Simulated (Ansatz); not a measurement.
# Y2SOF2 (built on the sites of a database entry of YSF): a soft mode frozen in, part 2 of 3

Which phase does Y2SOF2 (built on the sites of a database entry of YSF) fall into along its unstable mode, and how much energy does it gain?

Ansatz 0.2.0; DFT PBEsol, scalar-relativistic, plane waves, PAW.

So far. Step 4 (The mode frozen in, largest atomic shift 0.14 Å): The run ends at a pressure of 0.65 GPa, with forces up to 0.15 eV/Å. Step 5 (Energy along the mode, all amplitudes (two of the runs …): The lowest of the steps tried is at 0.14 Å, 1.89 meV/atom below the parent; the bottom of the well need not coincide with a step.

The structure was built from a prototype and need not be the compound's stable phase.

## (6) Relaxing from the distorted cell

Starting from the lowest point found, all atoms and the cell are let go, so that strain and other modes of the same symmetry can join in.

Input file input.yaml:

```yaml
crystal:
  lattice:
    - [3.4651963628, 0.0, 0.0]
    - [0.0, 3.4651963628, 0.0]
    - [0.0, 0.0, 7.1008233715]
  atoms:
    - { symbol: "Y", position: [-0.002498066, 0.5028689619, 0.2022743338] }
    - { symbol: "Y", position: [0.5097491687, -0.0111966592, 0.7487887792] }
    - { symbol: O, position: [-0.0265308204, 0.5304699366, 0.6950974598] }
    - { symbol: S, position: [0.4961875747, 0.0043784684, 0.3631213668] }
    - { symbol: F, position: [-0.0010783446, 0.0046840843, 0.9953590302] }
    - { symbol: F, position: [0.4959214684, 0.5012384499, 0.9953590302] }
kpoints:
  mp_grid: { grid: [8, 8, 4] }
hamiltonian:
  xc: pbesol
scf:
  occupations: { method: fixed }
output:
  forces: true
  stress: true
  eigenvalues: true
relax:
  adjacent_minimum: "off"
  f_tol: 0.002
  max_steps: 120
  cell: { stress_tol: 0.03 }
```

Launch:

```sh
ansatz run input.yaml --threads 8 --pin off --max-ram 14336MiB --backend cpu --events-out ev --progress --plain --runs-dir out
```

Numbers of over 12 decimals in the logs are rounded to 6 here.

Output:

```text
[...]
Crystal: 6 atoms, lattice volume = 85.264 Å³
Basis set: ecut = 420 eV, 1643 PW (Γ), exchange–correlation on 48×48×96 points (8 copies of the dense FFT grid, shifted against one another)
Bands: 30, of which v1, the nominal top of the filled ones, is band 24 counted from 1 (23 counted from 0)
Symmetry: 1 space group operations
[...]
k-points: 132 of 256 (time reversal used)
[...]
SCF iter   1: F=—  HF=-10648.364503 eV  |F-HF|=—  |Δ(HF+E_count)|=         —  Δρ=1.57e-2  dr2=1.70e-1  ethr=1.77e-3  ⟨swp⟩=5.0  Hψ=15382  notcnv=0  defer=488
[...]
SCF iter   8: F=-10648.325631 eV  HF=-10648.325631 eV  |F-HF|=1.12e-8  |Δ(HF+E_count)|=   1.04e-7  Δρ=1.06e-5  dr2=3.61e-8  ethr=2.08e-10  ⟨swp⟩=9.7  Hψ=20591  notcnv=0
SCF 1 converged in 8 iterations: F = -10648.325631 eV  dr2 = 3.61e-8
[...]
relax step   1: F+E_penalty+E_count = -10648.32563056 eV  Δ(F+E_penalty+E_count) = +0.000e0 eV  max|allowed force component| = 1.155e-1 eV/Å  Δτ_max = 0.0000 Å  P = +0.649 GPa  Ω = 85.264 Å³  (8 SCF iters, dr2 threshold 1.00e-7 eV, accepted)
Crystal: 6 atoms, lattice volume = 86.008 Å³
Basis set: ecut = 420 eV, 1671 PW (Γ), exchange–correlation on 48×48×96 points (8 copies of the dense FFT grid, shifted against one another)
[...]
iter 1 solved again at ethr=4.04e-5 eV; its pass at ethr=3.10e-3 eV (dr2=1.94e-2 eV) is discarded
[...]
SCF iter   7: F=-10648.329701 eV  HF=-10648.329701 eV  |F-HF|=1.44e-8  |Δ(HF+E_count)|=   3.95e-7  Δρ=3.04e-5  dr2=2.97e-7  ethr=1.25e-9  ⟨swp⟩=11.7  Hψ=22090  notcnv=0
SCF 2 converged in 7 iterations: F = -10648.329701 eV  dr2 = 2.97e-7
relax step   2: F+E_penalty+E_count = -10648.32970131 eV  Δ(F+E_penalty+E_count) = -4.071e-3 eV  max|allowed force component| = 1.920e-1 eV/Å  Δτ_max = 0.0725 Å  P = -0.547 GPa  Ω = 86.008 Å³  energy of the carried Pulay correction = -2.052e-3 eV  (7 SCF iters, dr2 threshold 6.00e-7 eV, accepted)
Crystal: 6 atoms, lattice volume = 85.844 Å³
Basis set: ecut = 420 eV, 1665 PW (Γ), exchange–correlation on 48×48×96 points (8 copies of the dense FFT grid, shifted against one another)
[...]
SCF iter   6: F=-10648.337254 eV  HF=-10648.337254 eV  |F-HF|=7.39e-8  |Δ(HF+E_count)|=   4.18e-7  Δρ=2.78e-5  dr2=2.55e-7  ethr=1.25e-9  ⟨swp⟩=9.5  Hψ=25112  notcnv=0
SCF 3 converged in 6 iterations: F = -10648.337254 eV  dr2 = 2.55e-7
relax step   3: F+E_penalty+E_count = -10648.33725431 eV  Δ(F+E_penalty+E_count) = -7.553e-3 eV  max|allowed force component| = 1.428e-1 eV/Å  Δτ_max = 0.0294 Å  P = -0.213 GPa  Ω = 85.844 Å³  energy of the carried Pulay correction = -1.602e-3 eV  (6 SCF iters, dr2 threshold 6.00e-7 eV, accepted)
[... from here on, the SCF cycles and remarks between the steps are left out ...]
relax step   4: F+E_penalty+E_count = -10648.34480489 eV  Δ(F+E_penalty+E_count) = -7.551e-3 eV  max|allowed force component| = 2.029e-1 eV/Å  Δτ_max = 0.0385 Å  P = -0.335 GPa  Ω = 86.027 Å³  energy of the carried Pulay correction = -2.104e-3 eV  (6 SCF iters, dr2 threshold 6.00e-7 eV, accepted)
relax step   5: F+E_penalty+E_count = -10648.37477929 eV  Δ(F+E_penalty+E_count) = -2.997e-2 eV  max|allowed force component| = 1.303e-1 eV/Å  Δτ_max = 0.1143 Å  P = +0.460 GPa  Ω = 86.252 Å³  energy of the carried Pulay correction = -2.722e-3 eV  (8 SCF iters, dr2 threshold 6.00e-7 eV, accepted)
relax step   6: F+E_penalty+E_count = -10648.28382154 eV  Δ(F+E_penalty+E_count) = +9.096e-2 eV  max|allowed force component| = 1.133e0 eV/Å  Δτ_max = 0.1961 Å  P = +3.256 GPa  Ω = 87.176 Å³  energy of the carried Pulay correction = -5.238e-3 eV  (8 SCF iters, dr2 threshold 6.00e-7 eV, rejected (line search))
relax step   7: F+E_penalty+E_count = -10648.39343441 eV  Δ(F+E_penalty+E_count) = -1.866e-2 eV  max|allowed force component| = 1.888e-1 eV/Å  Δτ_max = 0.0981 Å  P = -0.022 GPa  Ω = 86.779 Å³  energy of the carried Pulay correction = -4.161e-3 eV  (12 SCF iters, accepted)
relax step   8: F+E_penalty+E_count = -10648.39968526 eV  Δ(F+E_penalty+E_count) = -6.251e-3 eV  max|allowed force component| = 3.076e-1 eV/Å  Δτ_max = 0.0837 Å  P = -0.367 GPa  Ω = 87.334 Å³  energy of the carried Pulay correction = -5.667e-3 eV  (7 SCF iters, dr2 threshold 6.00e-7 eV, accepted)
relax step   9: F+E_penalty+E_count = -10648.44455127 eV  Δ(F+E_penalty+E_count) = -4.487e-2 eV  max|allowed force component| = 5.445e-1 eV/Å  Δτ_max = 0.1325 Å  P = +0.143 GPa  Ω = 87.110 Å³  energy of the carried Pulay correction = -5.060e-3 eV  (7 SCF iters, dr2 threshold 6.00e-7 eV, accepted)
relax step  10: F+E_penalty+E_count = -10648.58679349 eV  Δ(F+E_penalty+E_count) = -1.422e-1 eV  max|allowed force component| = 8.549e-1 eV/Å  Δτ_max = 0.2000 Å  P = +0.936 GPa  Ω = 87.010 Å³  energy of the carried Pulay correction = -4.787e-3 eV  (8 SCF iters, dr2 threshold 6.00e-7 eV, accepted)
relax step  11: F+E_penalty+E_count = -10648.69561307 eV  Δ(F+E_penalty+E_count) = -1.088e-1 eV  max|allowed force component| = 2.977e-1 eV/Å  Δτ_max = 0.0894 Å  P = +0.680 GPa  Ω = 87.108 Å³  energy of the carried Pulay correction = -5.053e-3 eV  (7 SCF iters, dr2 threshold 6.00e-7 eV, accepted)
relax step  12: F+E_penalty+E_count = -10648.73124857 eV  Δ(F+E_penalty+E_count) = -3.564e-2 eV  max|allowed force component| = 3.388e-1 eV/Å  Δτ_max = 0.0748 Å  P = +0.873 GPa  Ω = 87.306 Å³  energy of the carried Pulay correction = -5.591e-3 eV  (7 SCF iters, dr2 threshold 6.00e-7 eV, accepted)
relax step  13: F+E_penalty+E_count = -10648.74667564 eV  Δ(F+E_penalty+E_count) = -1.543e-2 eV  max|allowed force component| = 3.544e-1 eV/Å  Δτ_max = 0.1788 Å  P = -0.982 GPa  Ω = 88.423 Å³  energy of the carried Pulay correction = -8.593e-3 eV  (7 SCF iters, dr2 threshold 6.00e-7 eV, accepted)
relax step  14: F+E_penalty+E_count = -10648.51915962 eV  Δ(F+E_penalty+E_count) = +2.275e-1 eV  max|allowed force component| = 1.164e0 eV/Å  Δτ_max = 0.1867 Å  P = -0.635 GPa  Ω = 88.420 Å³  energy of the carried Pulay correction = -8.584e-3 eV  (8 SCF iters, dr2 threshold 6.00e-7 eV, rejected (line search))
relax step  15: F+E_penalty+E_count = -10648.77194726 eV  Δ(F+E_penalty+E_count) = -2.527e-2 eV  max|allowed force component| = 2.616e-1 eV/Å  Δτ_max = 0.0447 Å  P = +0.275 GPa  Ω = 87.898 Å³  energy of the carried Pulay correction = -7.187e-3 eV  (13 SCF iters, accepted)
relax step  16: F+E_penalty+E_count = -10648.77745756 eV  Δ(F+E_penalty+E_count) = -5.510e-3 eV  max|allowed force component| = 1.338e-2 eV/Å  Δτ_max = 0.0232 Å  P = +0.075 GPa  Ω = 87.900 Å³  energy of the carried Pulay correction = -7.191e-3 eV  (6 SCF iters, dr2 threshold 6.00e-7 eV, accepted)
relax step  17: F+E_penalty+E_count = -10648.77745228 eV  Δ(F+E_penalty+E_count) = +5.282e-6 eV  max|allowed force component| = 3.032e-3 eV/Å  Δτ_max = 0.0027 Å  P = -0.023 GPa  Ω = 87.938 Å³  energy of the carried Pulay correction = -7.293e-3 eV  (5 SCF iters, dr2 threshold 1.09e-7 eV, accepted)
relax step  18: F+E_penalty+E_count = -10648.77751241 eV  Δ(F+E_penalty+E_count) = -6.014e-5 eV  max|allowed force component| = 5.774e-4 eV/Å  Δτ_max = 0.0008 Å  P = +0.001 GPa  Ω = 87.917 Å³  energy of the carried Pulay correction = -7.237e-3 eV  (6 SCF iters, dr2 threshold 2.74e-9 eV, accepted)
relax step  19: F+E_penalty+E_count = -10648.94042626 eV  Δ(F+E_penalty+E_count) = -1.629e-1 eV  max|allowed force component| = 5.262e-3 eV/Å  Δτ_max = 0.0000 Å  P = +2.322 GPa  Ω = 87.917 Å³  stress off target by 3.92e0 GPa  SCF on the basis re-selected at this cell (its energy is not comparable with the rows above)  (10 SCF iters)
relax step  20: F+E_penalty+E_count = -10648.97262941 eV  Δ(F+E_penalty+E_count) = -3.220e-2 eV  max|allowed force component| = 2.823e-2 eV/Å  Δτ_max = 0.0559 Å  P = +0.454 GPa  Ω = 89.315 Å³  energy of the carried Pulay correction = -3.785e-3 eV  (7 SCF iters, dr2 threshold 6.00e-7 eV, accepted)
relax step  21: F+E_penalty+E_count = -10648.97353665 eV  Δ(F+E_penalty+E_count) = -9.072e-4 eV  max|allowed force component| = 3.019e-2 eV/Å  Δτ_max = 0.0205 Å  P = +0.003 GPa  Ω = 89.737 Å³  energy of the carried Pulay correction = -4.906e-3 eV  (6 SCF iters, dr2 threshold 6.00e-7 eV, accepted)
relax step  22: F+E_penalty+E_count = -10648.97366303 eV  Δ(F+E_penalty+E_count) = -1.264e-4 eV  max|allowed force component| = 1.896e-3 eV/Å  Δτ_max = 0.0027 Å  P = +0.001 GPa  Ω = 89.711 Å³  energy of the carried Pulay correction = -4.839e-3 eV  (5 SCF iters, dr2 threshold 5.70e-8 eV, accepted)
relax step  23: F+E_penalty+E_count = -10648.98150051 eV  Δ(F+E_penalty+E_count) = -7.837e-3 eV  max|allowed force component| = 2.193e-3 eV/Å  Δτ_max = 0.0000 Å  P = +0.155 GPa  Ω = 89.711 Å³  stress off target by 3.04e-1 GPa  SCF on the basis re-selected at this cell (its energy is not comparable with the rows above)  (7 SCF iters)
relax step  24: F+E_penalty+E_count = -10648.98144843 eV  Δ(F+E_penalty+E_count) = +5.207e-5 eV  max|allowed force component| = 4.342e-3 eV/Å  Δτ_max = 0.0065 Å  P = -0.006 GPa  Ω = 89.840 Å³  energy of the carried Pulay correction = -3.441e-4 eV  (6 SCF iters, dr2 threshold 2.31e-7 eV, accepted)
relax step  25: F+E_penalty+E_count = -10648.98146439 eV  Δ(F+E_penalty+E_count) = -1.596e-5 eV  max|allowed force component| = 3.710e-3 eV/Å  Δτ_max = 0.0020 Å  P = +0.012 GPa  Ω = 89.836 Å³  energy of the carried Pulay correction = -3.334e-4 eV  (6 SCF iters, dr2 threshold 1.18e-9 eV, accepted)
relax step  26: F+E_penalty+E_count = -10648.98145209 eV  Δ(F+E_penalty+E_count) = +1.230e-5 eV  max|allowed force component| = 1.861e-4 eV/Å  Δτ_max = 0.0008 Å  P = +0.000 GPa  Ω = 89.842 Å³  energy of the carried Pulay correction = -3.484e-4 eV  (5 SCF iters, dr2 threshold 8.60e-10 eV, accepted)
[...]
SCF iter   6: F=-10648.981883 eV  HF=-10648.981883 eV  |F-HF|=7.28e-12  |Δ(HF+E_count)|=  2.55e-11  Δρ=7.44e-8  dr2=3.34e-12  ethr=1.00e-12  ⟨swp⟩=5.0  Hψ=15840  notcnv=0
SCF 27 converged in 6 iterations: F = -10648.981883 eV  dr2 = 3.34e-12
relax step  27: F+E_penalty+E_count = -10648.98188291 eV  Δ(F+E_penalty+E_count) = -4.308e-4 eV  max|allowed force component| = 1.655e-4 eV/Å  Δτ_max = 0.0000 Å  P = +0.003 GPa  Ω = 89.842 Å³  stress off target by 1.83e-2 GPa  SCF on the basis re-selected at this cell (its energy is not comparable with the rows above)  (6 SCF iters)
[...]
SCF converged after 6 iterations
Free energy (F): -10648.981883 eV
[...]
Internal energy: -10648.981883 eV  (E = F + TS)
E sigma→0 (E₀):  -10648.981883 eV
Fermi energy:    9.047381 eV
[...]
--- Forces (eV/Å), atoms counted from 1 ---
  atom   1  Y     -0.00005823    -0.00004132    -0.00013522
  atom   2  Y      0.00000014    -0.00006263     0.00001437
  atom   3  O      0.00002973     0.00010070     0.00016543
  atom   4  S     -0.00001347     0.00000649     0.00002650
  atom   5  F     -0.00000123    -0.00001312    -0.00015386
  atom   6  F      0.00004282     0.00000985     0.00008256
  max |Σ_I F_I| component: 2.40e-7 eV/Å
--- Stress (GPa, compression-positive) ---
        0.004089      -0.000016      -0.000222
       -0.000016       0.001191      -0.015827
       -0.000222      -0.015827       0.003584
  P = ⅓ Tr σ = 0.0030 GPa (0.030 kbar)
--- Band table (eV; the first three rows and the last of 132) ---
  k-point 0: bands = [... 20 lower, 6.9170, 7.9568, 9.0319, 9.0474, 11.2214, 12.6667, 13.2035, 14.1049, ... 2 higher]
  k-point 1: bands = [... 20 lower, 6.8687, 7.5638, 9.0129, 9.0209, 11.1131, 12.8523, 13.1458, 14.1960, ... 2 higher]
  k-point 2: bands = [... 20 lower, 6.8202, 7.1366, 8.9792, 9.0092, 10.9630, 13.0948, 13.1639, 14.0628, ... 2 higher]
  k-point 131: bands = [... 20 lower, 7.2883, 7.5123, 7.6623, 8.6320, 13.7879, 13.8617, 14.1855, 14.4868, ... 2 higher]
--- Relaxed structure (24 steps of the walk, 22 accepted, 3 SCFs on fresh bases) ---
  F+E_penalty+E_count = -10648.98188291 eV   max|allowed force component| = 1.655e-4 eV/Å   (the final SCF, on the basis selected at the relaxed cell)
  cell:  # Å, volume = 89.8418 Å³
    - [3.877760, 1.7550848573919441e-6, 3.2527575158079165e-5]
    - [1.7550848573919441e-6, 3.747394, -0.509738]
    - [6.665497181639583e-5, -1.044546, 6.324641]
  atoms:
    - { symbol: Y, position: [-0.00469919, 0.551120, 0.258152] }
    - { symbol: Y, position: [0.495283, -0.201757, 0.751995] }
    - { symbol: O, position: [-0.00471139, 0.724736, 0.605845] }
    - { symbol: S, position: [0.495295, 0.119416, 0.394757] }
    - { symbol: F, position: [-0.00470283, -0.065055, 1.025498] }
    - { symbol: F, position: [0.495286, 0.403982, 0.963753] }
```

It took 1.9 min on 8 threads of Arm Neoverse V2, shared host; peak memory 0.68 GiB.

Step by step (22 of 27):

```tsv
step	energy less that of the first step (eV)	largest force component (eV/Å)	pressure (GPa)	volume (Å³)
1	0.0000	0.1155	0.65	85.26
2	-0.0041	0.1920	-0.55	86.01
3	-0.0116	0.1428	-0.21	85.84
5	-0.0491	0.1303	0.46	86.25
6	0.0418	1.1326	3.26	87.18
7	-0.0678	0.1888	-0.02	86.78
8	-0.0741	0.3076	-0.37	87.33
10	-0.2612	0.8549	0.94	87.01
11	-0.3700	0.2977	0.68	87.11
12	-0.4056	0.3388	0.87	87.31
13	-0.4210	0.3544	-0.98	88.42
15	-0.4463	0.2616	0.28	87.90
16	-0.4518	0.0134	0.07	87.90
17	-0.4518	0.0030	-0.02	87.94
18	-0.4519	0.0006	0.00	87.92
20	-0.6470	0.0282	0.45	89.31
21	-0.6479	0.0302	0.00	89.74
22	-0.6480	0.0019	0.00	89.71
23*	-0.6559	0.0022	0.16	89.71
25	-0.6558	0.0037	0.01	89.84
26	-0.6558	0.0002	0.00	89.84
27*	-0.6563	0.0002	0.00	89.84
```

Relaxation steps marked * repeat the geometry before them on a plane-wave basis chosen anew for their cell, so energy and pressure can jump there. Other such steps can lie between the rows shown. Relaxation steps 6, 14 were tried and not accepted.

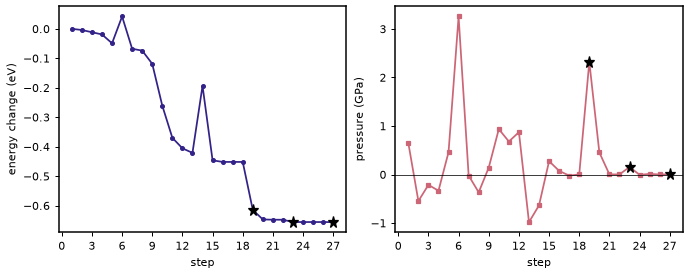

Energy and pressure along the relaxation. Stars mark steps on a basis chosen anew.

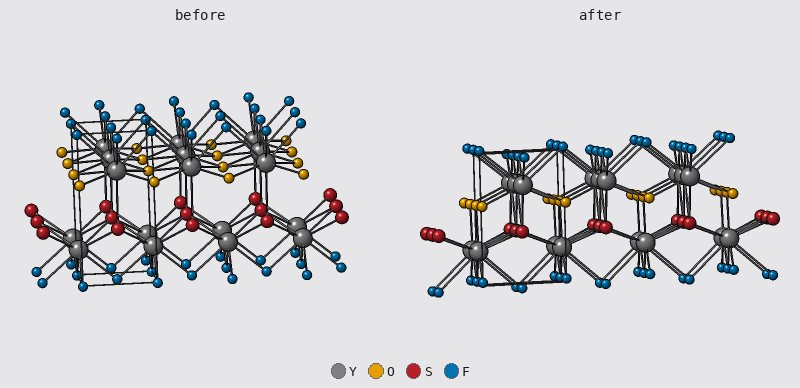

The structure before and after the relaxation, drawn at the same scale. Bonds to atoms that aren't drawn are left out.

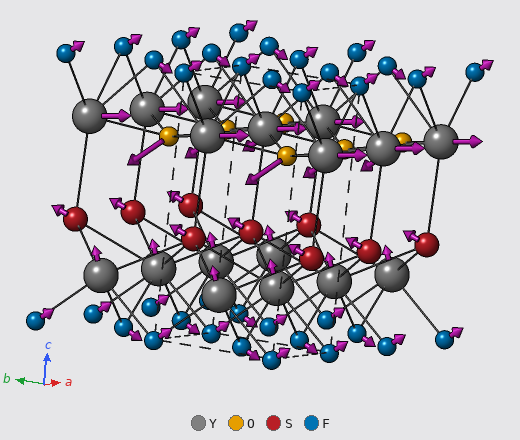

Displacements in the relaxation, exaggerated, measured against the changing cell; the longest in the cell stands for 1.06 Å. 3×2×1 cells are drawn. Some periodic images of atoms are drawn too.

```tsv
cell as run	before	after	change
a (Å)	3.465	3.878	+11.9 %
b (Å)	3.465	3.782	+9.1 %
c (Å)	7.101	6.410	-9.7 %
α (°)	90.00	107.12	+19.0 %
volume (Å³/atom)	14.21	14.97	+5.4 %
```

The atoms that moved most (Å, as changes of fractional coordinates times the final cell):

```tsv
atom	dx	dy	dz	length
O3	0.085	0.821	-0.664	1.059
Y2	-0.056	-0.717	0.117	0.729
S4	-0.003	0.398	0.141	0.422
F5	-0.014	-0.293	0.226	0.370
F6	-0.002	-0.331	-0.150	0.364
Y1	-0.009	0.122	0.329	0.351
```

The relaxed structure:

```cif
data_structure
_symmetry_space_group_name_H-M 'P 1'
_symmetry_Int_Tables_number 1
_cell_length_a 3.8778
_cell_length_b 3.7819
_cell_length_c 6.4103
_cell_angle_alpha 107.124
_cell_angle_beta 89.999
_cell_angle_gamma 90.000
_cell_volume 89.84
loop_
_atom_site_label
_atom_site_type_symbol
_atom_site_fract_x
_atom_site_fract_y
_atom_site_fract_z
_atom_site_occupancy
Y1 Y 0.99530 0.55112 0.25815 1
Y2 Y 0.49528 0.79824 0.75199 1
O3 O 0.99529 0.72474 0.60585 1
S4 S 0.49530 0.11942 0.39476 1
F5 F 0.99530 0.93495 0.02550 1
F6 F 0.49529 0.40398 0.96375 1
```

This step gave:

| Quantity | Value |
| --- | --- |
| pressure | 0.002955 GPa |
| gap on the k-mesh | 1.916 eV |
| volume per atom | 14.97 Å³ |

The distorted start has space group P1; the relaxation ends in Amm2.

## (7) The new phase in its own primitive cell

The relaxed structure is symmetrised, reduced to its primitive cell and relaxed tightly, as its phonons need.

Input file input.yaml:

```yaml
crystal:
  lattice:
    - [3.8777603364, 0.0, 0.0]
    - [0.0, 1.8909519902, 6.126143185]
    - [0.0, -1.8909519902, 6.126143185]
  atoms:
    - { symbol: "Y", position: [0.5, 0.2927374417, 0.2927374417] }
    - { symbol: "Y", position: [0.0, 0.0458161361, 0.0458161361] }
    - { symbol: O, position: [0.5, 0.1188910742, 0.1188910742] }
    - { symbol: S, position: [0.0, 0.7244352946, 0.7244352946] }
    - { symbol: F, position: [0.5, 0.9090644048, 0.9090644048] }
    - { symbol: F, position: [0.0, 0.4399372001, 0.4399372001] }
kpoints:
  mp_grid: { grid: [6, 6, 6] }
hamiltonian:
  xc: pbesol
scf:
  occupations: { method: fixed }
output:
  forces: true
  stress: true
  eigenvalues: true
relax:
  adjacent_minimum: "off"
  f_tol: 0.001
  max_steps: 60
  cell: { stress_tol: 0.01 }
```

Output:

```text
[...]
Crystal: 6 atoms, lattice volume = 89.842 Å³
Basis set: ecut = 420 eV, 1751 PW (Γ), exchange–correlation on 54×90×90 points (8 copies of the dense FFT grid, shifted against one another)
Bands: 30, of which v1, the nominal top of the filled ones, is band 24 counted from 1 (23 counted from 0)
Symmetry: 4 space group operations
[...]
k-points: 52 of 216 (time reversal used)
[...]
cell:  # Å, volume = 89.8459 Å³
    - [3.877919, 0.0, 0.0]
    - [0.0, 1.891087, 6.125735]
    - [0.0, -1.891087, 6.125735]
  atoms:
    - { symbol: Y, position: [0.500000, 0.292746, 0.292746] }
    - { symbol: Y, position: [0.0, 0.045819, 0.045819] }
    - { symbol: O, position: [0.500000, 0.118889, 0.118889] }
    - { symbol: S, position: [0.0, 0.724433, 0.724433] }
    - { symbol: F, position: [0.500000, 0.909061, 0.909061] }
    - { symbol: F, position: [0.0, 0.439933, 0.439933] }
[key lines of the parts left out:]
SCF converged after 5 iterations
Free energy (F): -10648.981359 eV
Fermi energy:    9.047507 eV
P = ⅓ Tr σ = -0.0001 GPa (-0.001 kbar)
```

The job ended after 8 s (8 threads; peak memory 0.53 GiB).

Little changed from the start: no atom moved by 0.005 Å and no cell edge by 0.1 %.

This step gave:

* pressure: -8.48e-5 GPa
* gap on the k-mesh: 1.915 eV
* direct gap on mesh: 1.954 eV

The largest force component left is 0.61 meV/Å and the pressure is 0.000 GPa, within the tolerances set. The cell now holds 14.97 Å³/atom.

[end of part 2 of 3]

[Logs are printed without paths, hosts, clocks, repeated set-up lines and the standing remarks that a program may print on its own settings, such as how far it seeks lower states.]

[Hosts, paths, dates, database ids (printed as entryN), source tags and the programs' standing remarks are cut or masked in the printed files.]
